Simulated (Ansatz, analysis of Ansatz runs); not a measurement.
## A hop of Cs in Cs3Li2Cl5 (Imm2), charge 0

How high is the barrier when Cs changes place in Cs3Li2Cl5 (Imm2)? The case: V_Cs hop (4.1 Å), charge 0, in a cell of 60 host atoms with 1 Cs taken out.

Method: plane-wave PAW DFT, PBEsol; nudged elastic band between two relaxed defect structures, in Ansatz 0.2.0.

**1. Set-up**

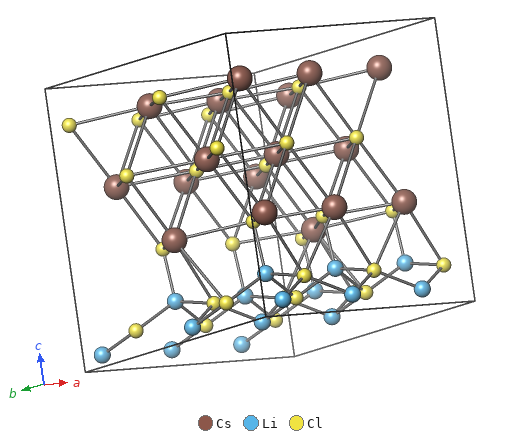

Start, viewed from a free direction; caesium brown, lithium blue, chlorine yellow. Some periodic images of atoms are drawn too.

The cell holds 59 atoms: 17 Cs, 12 Li and 30 Cl. Its edges and angles: a = 12.405 Å, b = 11.479 Å, c = 12.396 Å, α = 103.4°, β = 99.6°, γ = 90.0°. It derives from Cs3Li2Cl5 (space group Imm2). Nearest the centre at fractional (0.560, 0.588, 0.875): Cs23 at 2.07 Å, Cl29 at 2.84 Å, Cl48 at 2.85 Å, Cl39 at 2.91 Å, Cl59 at 2.92 Å, Li25 at 4.48 Å, Li44 at 4.49 Å, Cs32 at 4.54 Å.

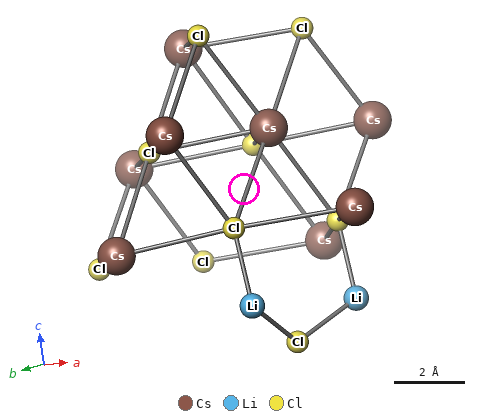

The atoms within 5 Å of the centre. A ring marks the middle of the ideal hop wherever no atom is near it.

The cell's shortest repeat is 11.5 Å.

**2. Relaxation of the start point, charge 0**

A barrier is counted from a minimum, so both ends are relaxed first. Small random displacements break the symmetry of the ideal sites, so that the defect can distort if it gains by it. The cell holds an odd number of electrons, so the run is spin-polarised with the moment held at 1 μB. A width of 0.01 eV lets levels that lie close at the Fermi energy share an electron.

A first try with fixed occupations did not converge, so this run has a small smearing.

Contents of q0_M1.start_smeared/input.yaml:

```yaml
crystal:
  lattice:
    - [-7.26279126, 0.0, 10.05668361]
    - [-9.30599473, 0.0, -6.72048182]
    - [3.53696389, -11.88058461, 0.00400652]
  atoms:
    - { symbol: Cs, position: [0.20698338, 0.17983322, 0.75368865] }
    - { symbol: Cs, position: [0.28908716, 0.3029889, 0.24631135] }
    - { symbol: Cs, position: [0.24802175, 0.4928089, 0.0] }
    - { symbol: Li, position: [0.15332132, 0.08941381, 0.43173718] }
    - { symbol: Li, position: [0.00940893, 0.37354522, 0.56826282] }
    - { symbol: Cl, position: [0.0013807, 0.16114104, 0.52008141] }
    - { symbol: Cl, position: [0.12086471, 0.05469553, 0.23701902] }
    - { symbol: Cl, position: [0.16135357, 0.40110033, 0.47991859] }
    - { symbol: Cl, position: [0.04185837, 0.43618602, 0.76298098] }
    - { symbol: Cl, position: [0.08135244, 0.24348952, 0.0] }
    - { symbol: Cs, position: [0.20698338, 0.67983322, 0.75368865] }
    - { symbol: Cs, position: [0.28908716, 0.8029889, 0.24631135] }
    - { symbol: Cs, position: [0.24802175, 0.9928089, 0.0] }
    - { symbol: Li, position: [0.15332132, 0.58941381, 0.43173718] }
    - { symbol: Li, position: [0.00940893, 0.87354522, 0.56826282] }
    - { symbol: Cl, position: [0.0013807, 0.66114104, 0.52008141] }
    - { symbol: Cl, position: [0.12086471, 0.55469553, 0.23701902] }
    - { symbol: Cl, position: [0.16135357, 0.90110033, 0.47991859] }
    - { symbol: Cl, position: [0.04185837, 0.93618602, 0.76298098] }
    - { symbol: Cl, position: [0.08135244, 0.74348952, 0.0] }
    - { symbol: Cs, position: [0.54031671, 0.17983322, 0.75368865] }
    - { symbol: Cs, position: [0.62242049, 0.3029889, 0.24631135] }
    - { symbol: Cs, position: [0.58135508, 0.4928089, 0.0] }
    - { symbol: Li, position: [0.48665466, 0.08941381, 0.43173718] }
    - { symbol: Li, position: [0.34274226, 0.37354522, 0.56826282] }
    - { symbol: Cl, position: [0.33471404, 0.16114104, 0.52008141] }
    - { symbol: Cl, position: [0.45419805, 0.05469553, 0.23701902] }
    - { symbol: Cl, position: [0.4946869, 0.40110033, 0.47991859] }
    - { symbol: Cl, position: [0.3751917, 0.43618602, 0.76298098] }
    - { symbol: Cl, position: [0.41468577, 0.24348952, 0.0] }
    - { symbol: Cs, position: [0.62242049, 0.8029889, 0.24631135] }
    - { symbol: Cs, position: [0.58135508, 0.9928089, 0.0] }
    - { symbol: Li, position: [0.48665466, 0.58941381, 0.43173718] }
    - { symbol: Li, position: [0.34274226, 0.87354522, 0.56826282] }
    - { symbol: Cl, position: [0.33471404, 0.66114104, 0.52008141] }
    - { symbol: Cl, position: [0.45419805, 0.55469553, 0.23701902] }
    - { symbol: Cl, position: [0.4946869, 0.90110033, 0.47991859] }
    - { symbol: Cl, position: [0.3751917, 0.93618602, 0.76298098] }
    - { symbol: Cl, position: [0.41468577, 0.74348952, 0.0] }
    - { symbol: Cs, position: [0.87365004, 0.17983322, 0.75368865] }
    - { symbol: Cs, position: [0.95575383, 0.3029889, 0.24631135] }
    - { symbol: Cs, position: [0.91468842, 0.4928089, 0.0] }
    - { symbol: Li, position: [0.81998799, 0.08941381, 0.43173718] }
    - { symbol: Li, position: [0.6760756, 0.37354522, 0.56826282] }
    - { symbol: Cl, position: [0.66804737, 0.16114104, 0.52008141] }
    - { symbol: Cl, position: [0.78753138, 0.05469553, 0.23701902] }
    - { symbol: Cl, position: [0.82802023, 0.40110033, 0.47991859] }
    - { symbol: Cl, position: [0.70852504, 0.43618602, 0.76298098] }
    - { symbol: Cl, position: [0.7480191, 0.24348952, 0.0] }
    - { symbol: Cs, position: [0.87365004, 0.67983322, 0.75368865] }
    - { symbol: Cs, position: [0.95575383, 0.8029889, 0.24631135] }
    - { symbol: Cs, position: [0.91468842, 0.9928089, 0.0] }
    - { symbol: Li, position: [0.81998799, 0.58941381, 0.43173718] }
    - { symbol: Li, position: [0.6760756, 0.87354522, 0.56826282] }
    - { symbol: Cl, position: [0.66804737, 0.66114104, 0.52008141] }
    - { symbol: Cl, position: [0.78753138, 0.55469553, 0.23701902] }
    - { symbol: Cl, position: [0.82802023, 0.90110033, 0.47991859] }
    - { symbol: Cl, position: [0.70852504, 0.93618602, 0.76298098] }
    - { symbol: Cl, position: [0.7480191, 0.74348952, 0.0] }
basis:
  ecutwfc: 420
  xc_grid: 2
hamiltonian:
  xc: pbesol
kpoints:
  mp_grid: { grid: [1, 1, 1], shift: [0.25, 0.25, 0.25] }
magnetization:
  spin_polarized: true
  initial_magnetization: 1
  spin_locking: { lock_magnetization: hard }
scf:
  occupations: { method: fermi_dirac, width: 0.01 }
  max_iter: 150
output:
  forces: true
relax:
  f_tol: 0.02
  max_steps: 70
  random_displacement: { amplitude: 0.03, seed: 1524 }
```

The run is started by

```bash
$ ansatz run input.yaml --threads 32 --pin off --max-ram 84787MiB --backend cuda --events-out ev --progress --plain --runs-dir out --max-vram 78GiB
```

Numbers of over 12 decimals in the logs are rounded to 6 here.

Log:

```text
[... repeated set-up lines and file paths are left out, and long positions are rounded to six places ...]
The last accepted step is kept in <dir> (removed where the run ends without a failure and the disk answers)
Engine: ansatz 0.2.0, aarch64-unknown-linux-gnu
Pseudopotentials: kind: paw
Pseudopotential: Cs, paw, valence charge 9, recommended cutoff 420 eV (normal), Cs.paw.azcp
Pseudopotential: Li, paw, valence charge 3, recommended cutoff 420 eV (normal), Li.paw.azcp
Pseudopotential: Cl, paw, valence charge 7, recommended cutoff 420 eV (normal), Cl.paw.azcp
Functional definition: PBEsol
  exchange = pbesol_x
  correlation = pbesol_c
[...]
Crystal: 59 atoms, lattice volume = 1691.758 Å³
Basis set: ecut = 420 eV, 33071 PW (Γ), exchange–correlation on 180×160×180 points (8 copies of the dense FFT grid, shifted against one another)
Bands: 259, of which v1, the nominal top of the filled ones, is band 200 counted from 1 (199 counted from 0)
Symmetry: 1 space group operations
k-points: 1
Non-local potential: Cs, projectors of the file, l = 0: 3, l = 1: 2, l = 2: 2, l = 3: 2
Non-local potential: Li, projectors of the file, l = 0: 3, l = 1: 2, l = 2: 1
Non-local potential: Cl, projectors of the file, l = 0: 2, l = 1: 2, l = 2: 2
PAW form: soft (Blöchl's): semilocal exchange-correlation on the pseudo side does not see the compensation charge
PAW frozen core: Cs, regenerated for the run's functional, and the local potential with it (the file was generated under x = pbe(κ = 0.804, μ = 0.219515), c = pbe(β = 0.066725))
PAW frozen core: Cl, regenerated for the run's functional, and the local potential with it (the file was generated under x = pbe(κ = 0.804, μ = 0.219515), c = pbe(β = 0.066725))
PAW one-centre angular grid: Cs, 194 points (default); XC on 64 Gauss nodes
PAW one-centre angular grid: Li, 110 points (default); XC on 64 Gauss nodes
PAW one-centre angular grid: Cl, 110 points (default); XC on 64 Gauss nodes
Initial density: superposition of atomic densities (chi_scale 0.1, normalization cell, long waves 5 % of neutral atoms (reshape's long-wave potential 1.05 eV rms, cloud 3.46 Å wide))
Starting moments: Σ|m| = 1 μB on 59 of 59 sites
Initial wavefunctions: pseudopotential atomic-orbital guess
[...]
Functional: x = pbesol(κ = 0.804, μ = 0.123457), c = pbesol(β = 0.046)
SCF iter   1: F=—  HF=-129357.556832 eV  |F-HF|=—  |Δ(HF+E_count)|=         —  Δρ=2.03e-2 (↑1.88e-2 ↓2.03e-2)  dr2=9.11e1  dr2_m=8.19e-2  M=1.000 μB ∫|m|=1.028 μB  β_m=0.30  ethr=3.10e-3  ⟨swp⟩=10.0  Hψ=2554  notcnv=0  defer=58
preconditioner: auto → Resta (q_TF=auto, 2.145 Å⁻¹)  ε∞=3.7  [insulator: Δε(μ)=0.128 eV  Ē_g=10.159 eV  σ=0.010 eV  W_gap=1.00  n_scr=274 (ndim 8)  ℏωp=16.7 eV  f_vac=0.011  D(μ)=0.34/eV (n_scr^D=0)  ε∞_Penn≈3.7]
spin=Collinear: Resta preconditioning applied to the charge; magnetization (m = ρ↑ − ρ↓) channel mixes plain (no charge-response kernel on spin).
SCF iter   2: F=—  HF=-129340.419105 eV  |F-HF|=—  |Δ(HF+E_count)|=    1.71e1  Δρ=1.12e-2 (↑1.01e-2 ↓1.12e-2)  dr2=3.36e1  dr2_m=3.25e-2  M=1.000 μB ∫|m|=1.045 μB  β_m=0.50  ethr=3.10e-3  ⟨swp⟩=3.0  Hψ=1053  notcnv=0  defer=105
[...]
SCF iter  24: F=-129328.339179 eV  HF=-129328.339179 eV  |F-HF|=4.59e-8  |Δ(HF+E_count)|=   5.62e-8  Δρ=1.78e-6 (↑1.01e-6 ↓1.78e-6)  dr2=1.11e-7  dr2_m=9.01e-9  M=1.000 μB ∫|m|=1.037 μB  ethr=1.15e-9  ⟨swp⟩=2.5  Hψ=926  notcnv=0
SCF 1 converged in 24 iterations: F = -129328.339179 eV  dr2 = 1.11e-7
  greatest PAW one-centre occupation: 1.000 electrons in one spin orbital (limit 2), on the Li atom at site 13 (counted from 0), in its partial waves of l = 0
relax step   1: F+E_penalty+E_count = -129328.33917863 eV  Δ(F+E_penalty+E_count) = +0.000e0 eV  max|allowed force component| = 2.638e-1 eV/Å  Δτ_max = 0.0000 Å  (24 SCF iters, dr2 threshold 1.00e-5 eV, accepted)
[... the SCF cycles and remarks between the steps are left out from here to the last step ...]
relax step   2: F+E_penalty+E_count = -129328.57899589 eV  Δ(F+E_penalty+E_count) = -2.398e-1 eV  max|allowed force component| = 1.432e-1 eV/Å  Δτ_max = 0.1106 Å  (15 SCF iters, dr2 threshold 4.35e-6 eV, accepted)
relax step   3: F+E_penalty+E_count = -129328.67756918 eV  Δ(F+E_penalty+E_count) = -9.857e-2 eV  max|allowed force component| = 2.637e-2 eV/Å  Δτ_max = 0.2000 Å  (14 SCF iters, dr2 threshold 1.28e-6 eV, accepted)
[...]
SCF 4 converged in 12 iterations: F = -129328.681379 eV  dr2 = 7.79e-9
relax step   4: F+E_penalty+E_count = -129328.68137858 eV  Δ(F+E_penalty+E_count) = -3.809e-3 eV  max|allowed force component| = 1.056e-2 eV/Å  Δτ_max = 0.0209 Å  (12 SCF iters, accepted)
SCF converged after 12 iterations
[...]
- { symbol: Cs, position: [0.247702, 0.491311, 0.001159] }
    - { symbol: Li, position: [0.154173, 0.092027, 0.432222] }
    - { symbol: Li, position: [0.009532, 0.378899, 0.569657] }
    - { symbol: Cl, position: [0.000306, 0.165055, 0.515906] }
    - { symbol: Cl, position: [0.121443, 0.054314, 0.238212] }
    - { symbol: Cl, position: [0.162856, 0.401858, 0.481249] }
    - { symbol: Cl, position: [0.042220, 0.439656, 0.763312] }
    - { symbol: Cl, position: [0.081813, 0.242577, 0.000925] }
    - { symbol: Cs, position: [0.221744, 0.678982, 0.753557] }
    - { symbol: Cs, position: [0.289435, 0.801719, 0.254380] }
    - { symbol: Cs, position: [0.248054, 0.993109, 0.002024] }
    - { symbol: Li, position: [0.151817, 0.588461, 0.430170] }
    - { symbol: Li, position: [0.010161, 0.872708, 0.572884] }
    - { symbol: Cl, position: [0.001160, 0.660432, 0.519729] }
    - { symbol: Cl, position: [0.118875, 0.551904, 0.236135] }
    - { symbol: Cl, position: [0.162195, 0.906841, 0.487569] }
    - { symbol: Cl, position: [0.042148, 0.933022, 0.766326] }
    - { symbol: Cl, position: [0.082261, 0.743166, 0.003060] }
    - { symbol: Cs, position: [0.540618, 0.178653, 0.754014] }
    - { symbol: Cs, position: [0.621417, 0.301837, 0.238137] }
    - { symbol: Cs, position: [0.579041, 0.507345, -0.015638] }
    - { symbol: Li, position: [0.487527, 0.092888, 0.429091] }
    - { symbol: Li, position: [0.346616, 0.377545, 0.570531] }
    - { symbol: Cl, position: [0.335302, 0.163057, 0.516850] }
    - { symbol: Cl, position: [0.455604, 0.053145, 0.234858] }
    - { symbol: Cl, position: [0.494678, 0.396678, 0.474414] }
    - { symbol: Cl, position: [0.369051, 0.425355, 0.763979] }
    - { symbol: Cl, position: [0.414721, 0.243845, -0.000155] }
    - { symbol: Cs, position: [0.623844, 0.801533, 0.252733] }
    - { symbol: Cs, position: [0.579448, 0.968776, -0.014481] }
    - { symbol: Li, position: [0.488190, 0.590103, 0.436101] }
    - { symbol: Li, position: [0.346415, 0.872587, 0.573907] }
    - { symbol: Cl, position: [0.330876, 0.662045, 0.510610] }
    - { symbol: Cl, position: [0.455281, 0.553535, 0.237836] }
    - { symbol: Cl, position: [0.495787, 0.906681, 0.484378] }
    - { symbol: Cl, position: [0.368680, 0.944646, 0.765274] }
    - { symbol: Cl, position: [0.406838, 0.744581, 0.013645] }
    - { symbol: Cs, position: [0.875826, 0.179023, 0.751010] }
    - { symbol: Cs, position: [0.955411, 0.301199, 0.247352] }
    - { symbol: Cs, position: [0.915756, 0.490640, -0.000373] }
    - { symbol: Li, position: [0.819112, 0.091535, 0.429474] }
    - { symbol: Li, position: [0.674675, 0.376928, 0.569082] }
    - { symbol: Cl, position: [0.668120, 0.162351, 0.517593] }
    - { symbol: Cl, position: [0.786365, 0.053055, 0.235324] }
    - { symbol: Cl, position: [0.826982, 0.401564, 0.478866] }
    - { symbol: Cl, position: [0.714914, 0.424965, 0.762920] }
    - { symbol: Cl, position: [0.748631, 0.241612, -0.000546] }
    - { symbol: Cs, position: [0.858939, 0.678664, 0.753143] }
    - { symbol: Cs, position: [0.958098, 0.804141, 0.251836] }
    - { symbol: Cs, position: [0.916160, 0.993070, 0.001044] }
    - { symbol: Li, position: [0.820904, 0.588599, 0.427848] }
    - { symbol: Li, position: [0.675384, 0.872999, 0.572933] }
    - { symbol: Cl, position: [0.669681, 0.662319, 0.510337] }
    - { symbol: Cl, position: [0.788689, 0.552531, 0.233615] }
    - { symbol: Cl, position: [0.829725, 0.905851, 0.484986] }
    - { symbol: Cl, position: [0.716035, 0.944340, 0.764467] }
    - { symbol: Cl, position: [0.760492, 0.745452, 0.012257] }
```

Wall time 5.6 s (1 × NVIDIA GB200 with 32 threads of Arm Neoverse V2, shared host); peak memory 1.5 GiB; 19 s of CPU time.

Relaxation path:

```csv
step,energy less that of the first step (eV),largest force component (eV/Å)
1,0.0000,0.2638
2,-0.2398,0.1432
3,-0.3384,0.0264
4,-0.3422,0.0106
```

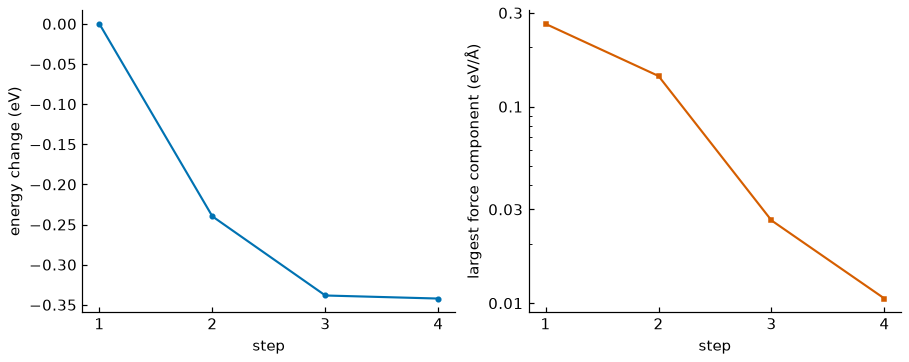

Energy and largest force along the relaxation.

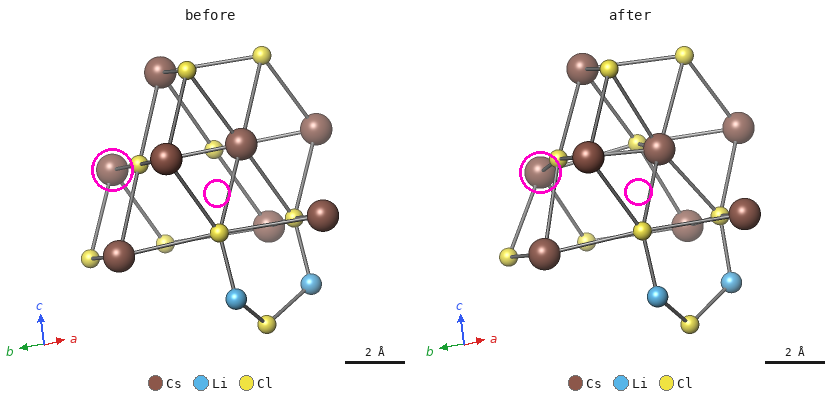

Before and after: the atoms that start within 5 Å of the centre. Cs32, which moves most, is ringed if it is among them. A ring with no atom in it marks the middle of the ideal hop.

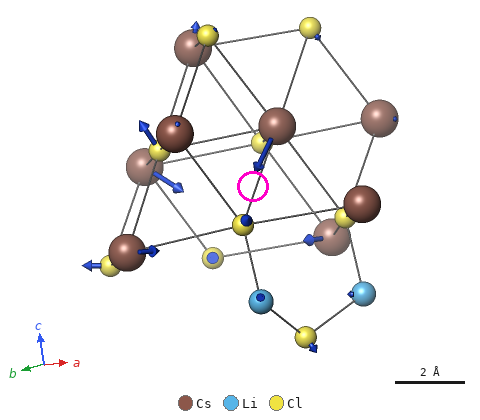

Displacements in the relaxation from the typed sites near the centre, exaggerated, the mean shift taken out; the longest in the cell stands for 0.29 Å. A ring marks the middle of the ideal hop wherever no atom is near it.

The atoms that moved most (Å, from the sites as typed, ahead of the random displacement, the mean shift of all atoms taken out):

```csv
atom,dx,dy,dz,length
Cs32,0.188,0.174,0.139,0.292
Cs23,-0.172,0.188,-0.124,0.283
Cl39,0.097,-0.160,-0.089,0.208
Cl59,-0.063,-0.144,0.109,0.191
Cs50,0.118,0.008,-0.143,0.186
Cs11,-0.098,0.003,0.151,0.180
Cl29,0.151,-0.010,0.008,0.152
Cl48,0.060,0.003,0.136,0.149
```

Neighbours of Cs23 at the end:

```csv
atom,distance (Å)
Cl29,3.401
Cl48,3.408
Cl39,3.451
Cl59,3.458
Cl56,3.627
Cl36,3.654
Cl30,3.707
Cl49,3.728
```

Numbers from this step:

```
free energy                                                                                       : -129328.6814 eV
smearing term TS                                                                                  : 0.008310 eV
total moment                                                                                      : 1 μB
integral of the absolute spin density                                                             : 1.052 μB
spin contamination                                                                                : 2.37e-4
r.m.s. move of the farther half of the atoms                                                      : 0.05339 Å
largest move from the ideal geometry of this structure, a common shift of the far atoms taken out : 0.3080 Å
```

The relaxation gained 0.342 eV and ended with a largest force component of 0.011 eV/Å.

(Continued in part 2 of 4.)

[Logs are printed without paths, hosts, clocks, repeated set-up lines and the standing remarks that a program may print on its own settings, such as how far it seeks lower states.]

[Hosts, paths, dates, database ids (printed as entryN), source tags and the programs' standing remarks are cut or masked in the printed files.]
